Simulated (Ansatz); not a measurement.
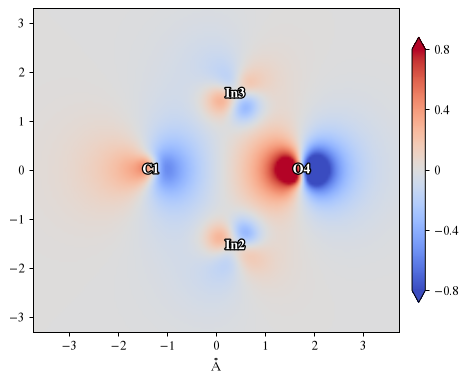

Figure. CH2In2O (SMILES [CH2]1[In]2[O][In]12). The HOMO−1 on the plane of atoms C1, In3 and O4 (values in Å⁻³ᐟ²; the overall sign is arbitrary).

Geometry: B3LYP-D3(BJ)/def2-SVP; core potentials replace the inner electrons of In.

These are results of isolated molecule in a Gaussian basis; Kohn-Sham density functional theory, functional PBE0 in Ansatz, not measurements.

The calculation's input:

```
crystal:
  periodic: [false, false, false]
  atoms:
    - {symbol: C, position_ang: [-1.873209, 0.817340, -0.501590]}
    - {symbol: In, position_ang: [-0.099869, 0.083708, -1.807827]}
    - {symbol: In, position_ang: [-1.457109, -1.124961, 0.699872]}
    - {symbol: O, position_ang: [0.083169, -1.573449, -0.595062]}
    - {symbol: H, position_ang: [-2.857561, 0.880392, -1.003919]}
    - {symbol: H, position_ang: [-1.719869, 1.770089, 0.040652]}
basis:
  gaussian: {orbitals: def2-TZVPD}
hamiltonian: {xc: {name: PBE0}}
output: {forces: true, orbitals: {seedname: orbitals}}
```

Run with:

```sh
ansatz run input.yaml --threads 1 --pin off --max-ram 2610MiB --events-out events.jsonl --progress --plain --runs-dir runs
```

What is the character of this orbital?

Answer. By Hirshfeld shares it lies mainly on O4 (about 60 %), C1 (about 20 %), In2 (about 10 %) and In3 (about 10 %). Its energy is −7.24 eV.
